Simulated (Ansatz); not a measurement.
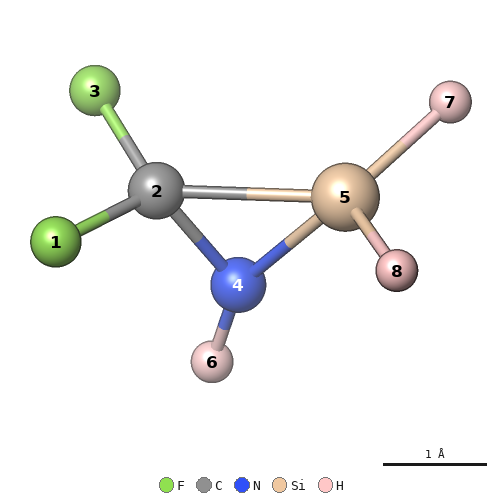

Orthographic view. Atoms fade into the background with distance from the viewer. The computed structure is the end point of a PBE-D4/def2-SVP optimisation. No frequency run is at hand to confirm it as a minimum.

Write a MOL file (V2000) with the atoms in numerical order, bonds sorted by atom number with the orders drawn, and coordinates in the frame of the picture: x right, y up, z towards the viewer, origin at the mean position.

```
CH3F2NSi
                    3D

  8  8  0  0  0  0  0  0  0  0999 V2000
   -1.8300   -0.2400    0.8200 F   0  0  0  0  0  0  0  0  0  0  0  0
   -0.8500    0.2600   -0.0000 C   0  0  0  0  0  0  0  0  0  0  0  0
   -1.4500    1.2400   -0.7500 F   0  0  0  0  0  0  0  0  0  0  0  0
   -0.0500   -0.6600   -0.6700 N   0  0  0  0  0  0  0  0  0  0  0  0
    0.9900    0.2000    0.4300 Si  0  0  0  0  0  4  0  0  0  0  0  0
   -0.3100   -1.4100   -1.3200 H   0  0  0  0  0  0  0  0  0  0  0  0
    2.0200    1.1300   -0.1500 H   0  0  0  0  0  0  0  0  0  0  0  0
    1.4900   -0.5200    1.6500 H   0  0  0  0  0  0  0  0  0  0  0  0
  1  2  1  0
  2  3  1  0
  2  4  1  0
  2  5  1  0
  4  5  1  0
  4  6  1  0
  5  7  1  0
  5  8  1  0
M  END
```
